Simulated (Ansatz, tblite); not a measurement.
# B(SiH3)3 (Si3BH9): spin-state energies by level

Aim: set other spin states of B(SiH3)3 (Si3BH9) against its singlet, on many levels of theory.

The runs use Ansatz 0.2.0, Gaussian basis; as each input shows.

The runs, in order: triplet, at the geometry of the singlet (GFN1-xTB, GFN2-xTB, PBE0-D4/def2-TZVP, PBE-D4/def2-TZVP, r2SCAN-D4/def2-TZVP); the singlet's energies come from earlier runs.

## 1. The geometry

The geometry is that of the singlet, from an earlier relaxation (r2SCAN-D4/def2-SVP).

13 atoms, charge 0, spin multiplicity 1.

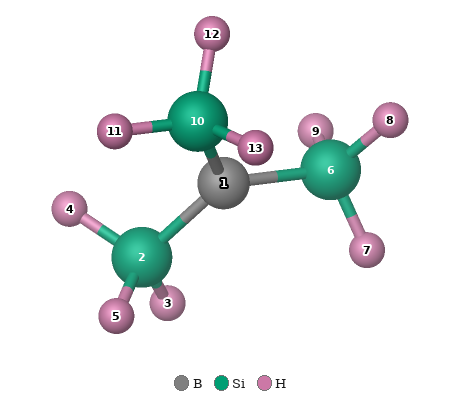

The structure; boron grey, silicon teal, hydrogen pink; atoms are numbered from 1 in the order of the file.

## 2. Triplet at the fixed geometry, GFN1-xTB

Tight binding, by tblite at 300 K electronic temperature and without a spin-polarisation term:

```python
tblite.interface.Calculator('GFN1-xTB', numbers, positions, charge=0, uhf=2).singlepoint()
```

Energy -319.3439 eV; 0.007 s.

## 3. Triplet at the fixed geometry, GFN2-xTB

Tight binding, by tblite at 300 K electronic temperature and without a spin-polarisation term:

```python
tblite.interface.Calculator('GFN2-xTB', numbers, positions, charge=0, uhf=2).singlepoint()
```

Energy -295.7653 eV; 0.006 s.

## 4. Triplet at the fixed geometry, PBE0-D4/def2-TZVP

File in.yaml:

```yaml
crystal:
  periodic: [false, false, false]
  atoms:
    - {symbol: B, position_ang: [-0.000050, 0.001913, 0.010372]}
    - {symbol: Si, position_ang: [2.008454, 0.048788, -0.009688]}
    - {symbol: H, position_ang: [2.636814, 1.405002, 0.057682]}
    - {symbol: H, position_ang: [2.478043, -0.624286, -1.267066]}
    - {symbol: H, position_ang: [2.521296, -0.764019, 1.143147]}
    - {symbol: Si, position_ang: [-1.047326, 1.715972, 0.027258]}
    - {symbol: H, position_ang: [-0.534620, 2.620288, 1.108419]}
    - {symbol: H, position_ang: [-2.528934, 1.581438, 0.187675]}
    - {symbol: H, position_ang: [-0.781674, 2.399840, -1.283978]}
    - {symbol: Si, position_ang: [-0.960271, -1.762648, -0.004716]}
    - {symbol: H, position_ang: [-0.097007, -2.980880, -0.102879]}
    - {symbol: H, position_ang: [-1.945333, -1.790597, -1.136262]}
    - {symbol: H, position_ang: [-1.749382, -1.850791, 1.270037]}
basis:
  gaussian: {orbitals: def2-TZVP}
magnetization: {spin_polarized: true, initial_magnetization: 2}
hamiltonian: {xc: pbe0, dispersion: d4}
scf: {omitted_lower_state_checks: [starts]}
output: {orbitals: {seedname: orbitals}}
```

Launch:

```
$ ansatz run in.yaml --threads 2 --pin off --events-out ev --progress --plain --max-ram 20480MiB --backend cpu
```

Output:

```text
Functional definition: PBE0
  name "PBE0"
  cite "Adamo & Barone, J. Chem. Phys. 110, 6158 (1999) doi:10.1063/1.478522"
  cite "Perdew, Burke & Ernzerhof, Phys. Rev. Lett. 77, 3865 (1996) doi:10.1103/PhysRevLett.77.3865"
  parent pbe
  parameter a = 0.25
  parameter kappa = 0.804
  parameter beta = 0.06672455060314922
  exchange = (1 - a)*pbe_x(kappa = kappa, mu = beta*pi^2/3) + a*exact_x
  correlation = pbe_c(beta = beta)
these checks for a lower state are left out or cut short: starts
1369 factors; their error is unknown
mean field evaluation 1: about -24439.5694 eV, gradient 1.6e1 eV
mean field evaluation 2: about -24439.4315 eV, gradient 1.6e1 eV
mean field evaluation 4: about -24441.3566 eV, gradient 6.0e-1 eV
mean field evaluation 8: about -24441.4604 eV, gradient 1.4e-1 eV
mean field evaluation 16: about -24441.4608 eV, gradient 1.3e-2 eV
mean field -24441.46088699 eV, -898.2071205797 hartree, gradient 4.6e-6 eV, S^2 2.008840; 0 other end points of the search recorded, 0 dependent functions left out
reference -24441.46093080 eV, -898.2071221898 hartree; 29, 27 occupied and 167, 169 virtual orbitals, 1369 factors
Total energy: -24441.73050852 eV, -898.2170289882 hartree
Checks for a lower state left out: starts
```

Wall time 17 s (2 threads of AMD EPYC 7R13, shared host); peak memory 1 GiB.

Report: HOMO -5.59 eV, LUMO -5.76 eV (over both spins; with the spin held, an empty level of the minority spin lies below the top filled one); ⟨S²⟩ 2.009 (pure: 2.00).

## 5. Triplet at the fixed geometry, PBE-D4/def2-TZVP

start.molden holds the orbitals of an earlier run on this state, given as this run's starting guess.

in.yaml, as its differences from that of step 4:

```diff
@@ -17,5 +17,5 @@
 basis:
-  gaussian: {orbitals: def2-TZVP}
+  gaussian: {orbitals: def2-TZVP, initial_orbitals: start.molden}
 magnetization: {spin_polarized: true, initial_magnetization: 2}
-hamiltonian: {xc: pbe0, dispersion: d4}
+hamiltonian: {xc: pbe, dispersion: d4}
 scf: {omitted_lower_state_checks: [starts]}
```

Launched as before.

Output:

```text
Functional definition: PBE
  name "PBE"
  cite "Perdew, Burke & Ernzerhof, Phys. Rev. Lett. 77, 3865 (1996) doi:10.1103/PhysRevLett.77.3865"
  parent pbe
  parameter kappa = 0.804
  parameter beta = 0.06672455060314922
  exchange = pbe_x(kappa = kappa, mu = beta*pi^2/3)
  correlation = pbe_c(beta = beta)
these checks for a lower state are left out or cut short: starts
1321 factors; their error is unknown
mean field evaluation 1: about -24438.6524 eV, gradient 7.9e0 eV
mean field evaluation 2: about -24438.7811 eV, gradient 2.0e-1 eV
mean field evaluation 4: about -24438.7634 eV, gradient 2.2e-2 eV
mean field evaluation 8: about -24438.7634 eV, gradient 2.5e-5 eV
mean field evaluation 16: about -24438.7634 eV, gradient 3.0e-5 eV
mean field -24438.76341909 eV, -898.1079904629 hartree, gradient 1.3e-6 eV, S^2 2.006289; 0 other end points of the search recorded, 0 dependent functions left out
reference -24438.76347705 eV, -898.1079925929 hartree; 29, 27 occupied and 167, 169 virtual orbitals, 1321 factors
Total energy: -24439.07548556 eV, -898.1194586939 hartree
Checks for a lower state left out: starts
```

Wall time 10 s (2 threads of AMD EPYC 7R13, shared host); peak memory 0.56 GiB.

From the report: HOMO -4.50 eV, LUMO -6.51 eV (over both spins; with the spin held, an empty level of the minority spin lies below the top filled one); ⟨S²⟩ 2.006 (pure: 2.00).

## 6. Triplet at the fixed geometry, r2SCAN-D4/def2-TZVP

in.yaml, as its differences from that of step 5:

```diff
@@ -19,3 +19,3 @@
 magnetization: {spin_polarized: true, initial_magnetization: 2}
-hamiltonian: {xc: pbe, dispersion: d4}
+hamiltonian: {xc: r2scan, dispersion: d4}
 scf: {omitted_lower_state_checks: [starts]}
```

The command is unchanged.

Output, shortened:

```text
Functional definition: r2SCAN
  name "r2SCAN"
  cite "Furness, Kaplan, Ning, Perdew & Sun, J. Phys. Chem. Lett. 11, 8208 (2020) doi:10.1021/acs.jpclett.0c02405"
  cite "Furness, Kaplan, Ning, Perdew & Sun, J. Phys. Chem. Lett. 11, 9248 (2020) doi:10.1021/acs.jpclett.0c03077"
  parent r2scan
[...]
1321 factors; their error is unknown
[...]
mean field -24449.99618589 eV, -898.5207870289 hartree, gradient 9.8e-6 eV, S^2 2.013453; 0 other end points of the search recorded, 0 dependent functions left out
reference -24449.99620702 eV, -898.5207878052 hartree; 29, 27 occupied and 167, 169 virtual orbitals, 1321 factors
Total energy: -24450.07487689 eV, -898.5236788696 hartree
Checks for a lower state left out: starts
```

Run time: 20 s. Hardware: 2 threads of AMD EPYC 7R13, shared host; peak memory 0.63 GiB.

HOMO -4.87 eV, LUMO -6.40 eV (over both spins; with the spin held, an empty level of the minority spin lies below the top filled one); ⟨S²⟩ 2.013 (pure: 2.00).

## 7. Triplet less singlet, vertical

The singlet's energies are those of its earlier runs, whose logs aren't repeated here.

| level | triplet less singlet, vertical (eV) | time |
| --- | --- | --- |
| GFN1-xTB | +1.519 | 0.014 s |
| GFN2-xTB | +1.921 | 0.012 s |
| PBE-D4/def2-TZVP | +2.338 | 12 s |
| r2SCAN-D4/def2-TZVP | +2.286 | 24 s |
| PBE0-D4/def2-TZVP | +2.453 | 23 s |

Times add the two runs; a level without a time comes out of a correlated run. Tight binding without a spin term can't rank spin states.

## 8. Outcome

```
                                                quantity                                      value
triplet less singlet, vertical, functionals in def2-TZVP  +2.286 (r2SCAN-D4) to +2.453 eV (PBE0-D4)
```

**Reading.** All functionals put the triplet above the singlet, over a spread of 0.166 eV. The checks for a lower triplet were left out, so another state of that spin may lie lower. These are electronic energies, without zero-point motion, entropy or surroundings.
